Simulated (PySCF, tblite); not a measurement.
**C3H8NOSi radical: geometry, infrared bands and EPR parameters**

What infrared bands and EPR parameters should C3H8NOSi radical (`C/N=[C]\[SiH2]OC`) show?

Programs: tblite 0.8.0 and PySCF 2.14.0, with density-fitted response routines of our own. Each step states its level of theory. These are calculated values for one molecule in the gas phase, unless marked as measured. Atoms are numbered from 0 throughout.

## 1. The molecule as given

14 atoms, charge 0, multiplicity 2; geometry from: force field or distance geometry start.

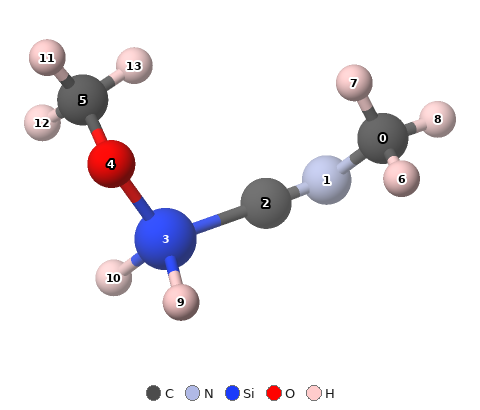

As it starts; carbon dark grey, nitrogen light blue, silicon blue, oxygen red, hydrogen pink, atoms numbered.

## 2. Optimising the geometry with GFN2-xTB

The job: settings as JSON, then the geometry in Å.

```
{"job": {"kind": "relax", "xc": "GFN2-xTB", "basis": "xTB"}, "charge": 0, "multiplicity": 2}
C      2.716000     0.138300    -0.114800
N      1.724600    -0.240000    -1.145300
C      0.715300    -0.642100    -0.705600
Si    -0.957000    -1.241000    -0.060600
O     -1.719000    -0.138100     0.940100
C     -2.111500     1.104800     0.364400
H      2.980500    -0.705700     0.518900
H      2.337800     0.962200     0.518300
H      3.623800     0.490000    -0.606600
H     -0.772600    -2.500900     0.729200
H     -1.874000    -1.558400    -1.182700
H     -2.617100     1.684600     1.144700
H     -2.815700     0.966000    -0.451000
H     -1.231700     1.679600     0.028800
```

Launch:

```console
> OMP_NUM_THREADS=1 python probes_run.py task.json out
```

One launch serves the whole session: the jobs run in the order shown.

The program printed:

```text
step      E/eV     max force
  0    -520.91406    6.629
  1    -520.80519    6.804
  2    -521.19306    2.468
  3    -521.27168    1.727
  4    -521.31920    1.153
  5    -521.35718    0.492
  6    -521.37082    0.545
  7    -521.42590    0.824
  8    -521.44383    0.393
  9    -521.45649    0.243
 10    -521.46322    0.236
 11    -521.46930    0.234
 12    -521.47422    0.194
 13    -521.47858    0.211
 14    -521.48283    0.245
 15    -521.48875    0.274
 16    -521.49584    0.272
 17    -521.50249    0.256
 18    -521.50796    0.220
 19    -521.51297    0.295
 20    -521.51756    0.221
 21    -521.52269    0.170
 22    -521.52603    0.147
 23    -521.52803    0.157
 24    -521.53023    0.161
 25    -521.53392    0.180
 26    -521.53924    0.219
 27    -521.54527    0.204
 28    -521.55005    0.147
 29    -521.55332    0.123
 30    -521.55647    0.156
 31    -521.56100    0.192
 32    -521.56695    0.212
 33    -521.57192    0.284
 34    -521.57510    0.187
 35    -521.57891    0.149
 36    -521.58092    0.116
 37    -521.58316    0.121
 38    -521.58502    0.095
 39    -521.58681    0.105
 40    -521.58792    0.076
 41    -521.58856    0.051
 42    -521.58897    0.046
 43    -521.58935    0.059
 44    -521.58968    0.057
 45    -521.58994    0.039
 46    -521.59015    0.045
 47    -521.59042    0.054
 48    -521.59089    0.077
 49    -521.59167    0.105
 50    -521.59279    0.100
 51    -521.59409    0.084
 52    -521.59545    0.086
 53    -521.59707    0.107
 54    -521.59930    0.163
 55    -521.60186    0.160
 56    -521.60246    0.198
 57    -521.60519    0.155
 58    -521.60691    0.115
 59    -521.61065    0.094
 60    -521.61419    0.177
 61    -521.61758    0.155
 62    -521.62006    0.146
 63    -521.62158    0.093
 64    -521.62288    0.103
 65    -521.62421    0.121
 66    -521.62692    0.102
 67    -521.62821    0.092
 68    -521.62983    0.125
 69    -521.63088    0.179
 70    -521.63210    0.114
 71    -521.63316    0.087
 72    -521.63384    0.043
 73    -521.63406    0.042
 74    -521.63429    0.038
 75    -521.63456    0.033
 76    -521.63497    0.047
 77    -521.63540    0.049
 78    -521.63583    0.054
 79    -521.63622    0.057
 80    -521.63660    0.072
 81    -521.63698    0.066
 82    -521.63733    0.036
 83    -521.63748    0.032
 84    -521.63759    0.024
 85    -521.63767    0.019
 86    -521.63774    0.024
 87    -521.63781    0.024
 88    -521.63789    0.023
 89    -521.63800    0.026
 90    -521.63812    0.024
 91    -521.63825    0.027
 92    -521.63836    0.029
 93    -521.63848    0.032
 94    -521.63865    0.036
 95    -521.63891    0.043
 96    -521.63925    0.041
 97    -521.63965    0.047
 98    -521.64000    0.043
 99    -521.64025    0.033
100    -521.64042    0.036
101    -521.64053    0.026
102    -521.64062    0.022
103    -521.64070    0.023
104    -521.64079    0.022
105    -521.64087    0.019
106    -521.64093    0.019
107    -521.64099    0.023
108    -521.64107    0.023
109    -521.64122    0.031
110    -521.64148    0.039
111    -521.64179    0.036
112    -521.64203    0.032
113    -521.64217    0.024
114    -521.64223    0.023
115    -521.64228    0.018
116    -521.64231    0.009
```

It took 0.53 s on 1 thread of Arm Neoverse V2, shared host.

The steps of the relaxation: (not every step is listed) (the energy doesn't fall at every step)

```tsv
step	energy from step 0 (eV)	largest force (eV/Å)
0	0.0000	6.6288
1	0.1089	6.8040
2	-0.2790	2.4679
3	-0.3576	1.7265
4	-0.4051	1.1529
5	-0.4431	0.4916
6	-0.4568	0.5449
7	-0.5118	0.8245
8	-0.5298	0.3926
18	-0.5939	0.2199
28	-0.6360	0.1469
38	-0.6710	0.0950
48	-0.6768	0.0772
58	-0.6929	0.1148
68	-0.7158	0.1248
78	-0.7218	0.0536
88	-0.7238	0.0227
98	-0.7259	0.0428
108	-0.7270	0.0232
111	-0.7277	0.0357
112	-0.7280	0.0318
113	-0.7281	0.0244
114	-0.7282	0.0232
115	-0.7282	0.0181
116	-0.7283	0.0090
```

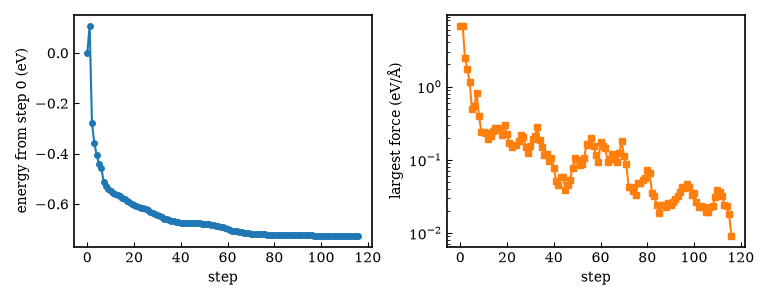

Energy and largest force along the relaxation.

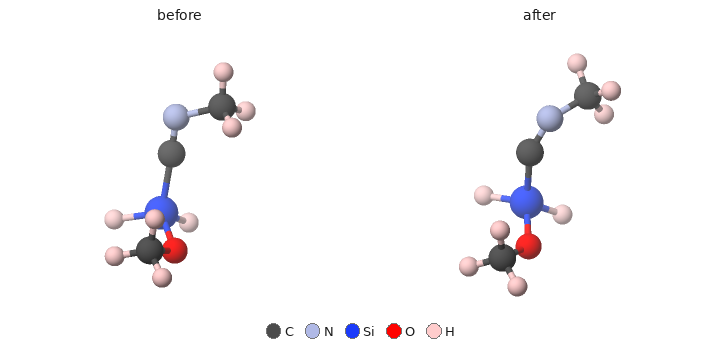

Before and after, at one scale.

Distances of close pairs at the start and the end, largest changes first:

```tsv
bond	before (Å)	after (Å)	change (Å)
C0–N1	1.479	1.428	-0.051
Si3–O4	1.673	1.624	-0.049
N1–C2	1.172	1.210	+0.038
Si3–H9	1.498	1.461	-0.037
O4–C5	1.425	1.391	-0.034
C2–Si3	1.890	1.865	-0.025
Si3–H10	1.483	1.467	-0.016
C0–H7	1.106	1.090	-0.015
```

The final coordinates are the input of the step that follows.

## 3. Harmonic vibrations with GFN2-xTB

The job: settings as JSON, then the geometry in Å.

```
{"job": {"kind": "ir", "xc": "GFN2-xTB", "basis": "xTB"}, "charge": 0, "multiplicity": 2}
C      2.953471    -0.125530    -0.115954
N      1.767497     0.415364    -0.698567
C      0.584586     0.159335    -0.687539
Si    -0.739368    -0.987261    -0.046301
O     -1.840200    -0.102292     0.754944
C     -2.553630     1.011318     0.322934
H      2.740987    -0.971313     0.546775
H      3.450479     0.667601     0.443214
H      3.615286    -0.445175    -0.921318
H     -0.484615    -1.954961     1.018634
H     -1.244250    -1.594836    -1.282802
H     -3.050487     1.453818     1.188250
H     -3.308832     0.720967    -0.413169
H     -1.891603     1.752492    -0.131267
```

The program printed:

```text
mode    cm-1     km/mol
  1      40.9      2.38
  2      75.1      6.62
  3      91.2      1.21
  4      98.9      0.82
  5     127.2      2.57
  6     171.7     16.44
  7     263.3      8.78
  8     366.7      9.49
  9     413.6     13.04
 10     505.5    106.05
 11     605.3     52.05
 12     616.3     36.90
 13     726.2     48.79
 14     780.8    348.34
 15     793.9    261.37
 16    1002.5      7.93
 17    1052.3      0.39
 18    1084.6     14.72
 19    1136.0      2.90
 20    1144.3     59.43
 21    1163.2    178.96
 22    1368.5      1.58
 23    1418.9      0.11
 24    1448.9      3.76
 25    1455.9     17.43
 26    1484.7      3.54
 27    1490.3      1.54
 28    1967.2     47.63
 29    2202.2    372.20
 30    2252.5    187.32
 31    2918.6     43.06
 32    2939.1     48.12
 33    2957.6     34.44
 34    2981.3     36.93
 35    2993.3     13.46
 36    3004.1     17.70
```

Wall time 0.3 s (1 thread of Arm Neoverse V2, shared host).

The strongest bands and the atoms that carry them (share of the mass-weighted mode):

```tsv
cm⁻¹	km/mol	atoms
506	106.0	H9 46 %, H10 19 %, C2 17 %, Si3 14 %
605	52.0	Si3 29 %, C2 24 %, H10 21 %
781	348.3	H10 49 %, H9 22 %, Si3 16 %
794	261.4	H9 36 %, Si3 28 %, H10 15 %, O4 11 %
1144	59.4	H11 28 %, C5 27 %, O4 20 %, H13 14 %
1163	179.0	O4 45 %, C5 27 %, H11 15 %
2202	372.2	H10 90 %
2252	187.3	H9 91 %
```

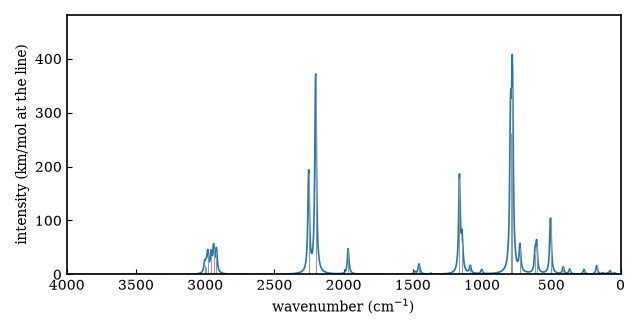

The infrared spectrum from these modes, unscaled. Lines are broadened to a width of 14 cm⁻¹ (Lorentzian).

## 4. EPR parameters: B3LYP/pcH-1

Settings changed since step 3:

```diff
@@ -1,2 +1,2 @@
-{"job": {"kind": "ir", "xc": "GFN2-xTB", "basis": "xTB"}, "charge": 0, "multiplicity": 2}
+{"job": {"kind": "epr", "basis": "pcH-1"}, "charge": 0, "multiplicity": 2}
 C      2.953471    -0.125530    -0.115954
```

Method: UKS B3LYP, pcH-1 on C H N O Si, non-relativistic, mean-field spin-orbit, GIAO.

The program printed:

```text
UKS, coarse grid
  cycle   1  E = -538.47957912  |g| = 5.33e-01
  cycle   2  E = -538.25977230  |g| = 9.31e-01
  cycle   3  E = -538.57557071  |g| = 9.00e-02
  cycle   4  E = -538.57801729  |g| = 4.80e-02
  cycle   5  E = -538.57885950  |g| = 2.62e-02
  cycle   6  E = -538.57913643  |g| = 6.35e-03
  cycle   7  E = -538.57915792  |g| = 1.37e-03
  cycle   8  E = -538.57916056  |g| = 7.76e-04
UKS, final grid
  cycle   1  E = -538.57919092  |g| = 9.55e-04
  cycle   2  E = -538.57919025  |g| = 1.60e-03
  cycle   3  E = -538.57919141  |g| = 4.10e-04
  cycle   4  E = -538.57919148  |g| = 9.63e-05
  cycle   5  E = -538.57919151  |g| = 6.56e-05
  cycle   6  E = -538.57919151  |g| = 1.54e-05
E = -538.57919151 Eh   <S^2> = 0.7532 (exact 0.7500)
g shifts (ppm)      1          2          3
  rmc          -178       -178       -178
  gc             12         34        -23
  oz_so       -3784        -21       1483
  total       -3951       -165       1282
hyperfine (MHz)  atom isotope    a_iso     a_fc   dipolar eigenvalues
    0   13C     111.47     111.49     -8.10     -7.03     15.13
    1   14N      75.94      76.01    -13.28    -10.55     23.83
    2   13C     262.56     262.78    -41.84    -40.10     81.94
    3  29Si    -111.47    -111.66    -32.62     13.56     19.06
    4   17O      -3.15      -3.14     -2.17      0.70      1.48
    5   13C       1.35       1.34     -0.83     -0.09      0.92
    6    1H      26.98      26.98     -5.83     -0.85      6.69
    7    1H      -5.78      -5.77     -5.36     -3.92      9.28
    8    1H      -8.50      -8.50     -5.18     -3.75      8.93
    9    1H      97.20      97.20     -3.83     -0.66      4.49
   10    1H      -7.63      -7.63     -3.93     -2.40      6.33
   11    1H       0.67       0.67     -0.98     -0.78      1.76
   12    1H       0.38       0.38     -1.13     -1.00      2.13
   13    1H       3.65       3.65     -3.12     -1.88      5.00
```

It took 55 s on 1 thread of Arm Neoverse V2, shared host; peak memory 0.89 GiB.

Principal g values 1.99837, 2.00215, 2.00360; g(iso) = 2.00137, against 2.00232 for a free electron.

Hyperfine couplings; where a row names several nuclei, a(iso) is their mean (it holds for fast rotation or exchange) and the dipolar term the largest among them:

```tsv
nuclei	isotope	a(iso) (MHz)	a(iso) (G, at g = 2.0023)	largest dipolar term (MHz)
C2	13C	262.6	93.7	81.9
Si3	29Si	-111.5	-39.8	-32.6
C0	13C	111.5	39.8	15.1
N1	14N	75.9	27.1	23.8
H9, H10	1H	44.8	16.0	6.3
H6, H7, H8	1H	4.2	1.5	9.3
O4	17O	-3.1	-1.1	-2.2
H11, H12, H13	1H	1.6	0.6	5.0
C5	13C	1.3	0.5	0.9
```

Mulliken spin populations:

C0 0.04; N1 0.19; C2 0.58; Si3 0.11; O4 0.00; C5 0.00; H6 0.04; H7 0.00; H8 0.00; H9 0.06; H10 0.00; H11 0.00; H12 0.00; H13 0.00

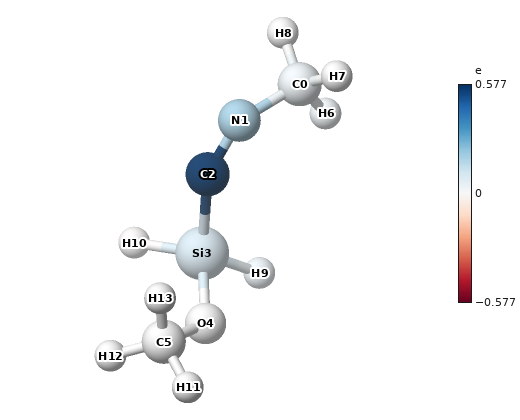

Mulliken spin populations, as colours on the atoms.

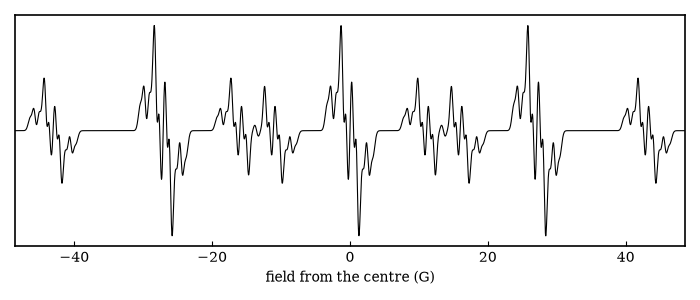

First-order isotropic spectrum (first derivative, main isotopes with spin only, couplings over 0.8 MHz, Gaussian width 0.3 G; couplings of the frozen geometry, rotation of groups not averaged beyond the rows shown).

Orbitals, density, ELF and potential are computed afterwards from the orbital file.

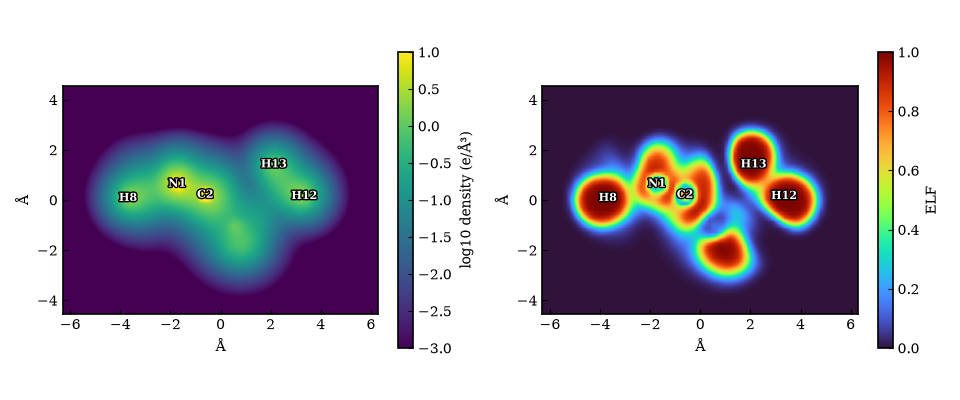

Density (left) and ELF (right) in a plane through or near 5 of the atoms.

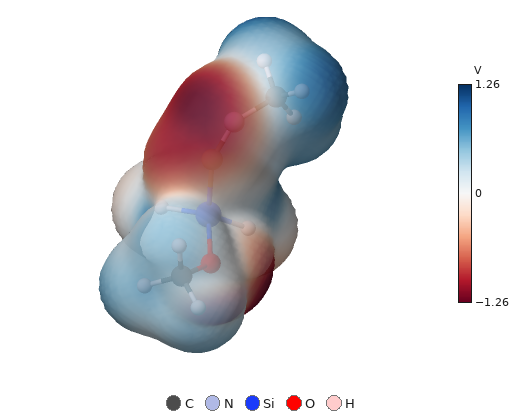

The potential that a unit positive charge feels on the 0.002 e/bohr³ surface, from -1.26 V near O4 to 1.02 V near H8.

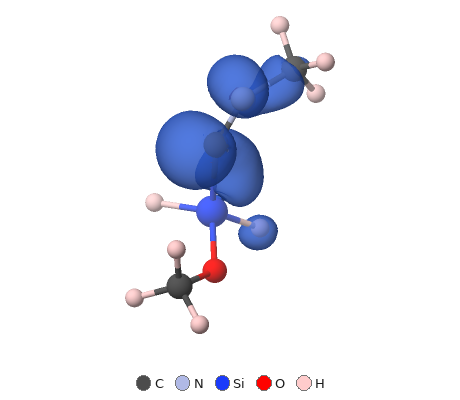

Spin density at ±0.03 e/Å³ (alpha excess blue, beta excess red).

## 5. Results

| quantity | value |
| --- | --- |
| strongest single infrared mode (GFN2-xTB) | 2202 cm⁻¹, 372 km/mol |
| zero-point energy (GFN2-xTB) | 64.5 kcal/mol |
| g(iso) (B3LYP) | 2.00137 |
| ⟨S²⟩ | 0.753 (exact 0.75) |
| largest a(iso) (averaged by class) | 13C on C2, 262.6 MHz |
| surface potential, least and greatest | -1.26 V and 1.02 V |

The optimisation took 116 steps and gained 0.728 eV; among the close pairs (by a distance rule), C0–N1 changed most, from 1.479 to 1.428 Å. All 36 modes are real, so the xTB geometry is a minimum. The strongest single mode, at 2202 cm⁻¹, moves mainly H10. Unscaled tight-binding wavenumbers are off by several per cent, some by more. Its intensities can rank the bands wrongly. The largest share of the spin, 0.58 e, sits on C2. The isotropic g lies 0.9 ppt below the free-electron value.
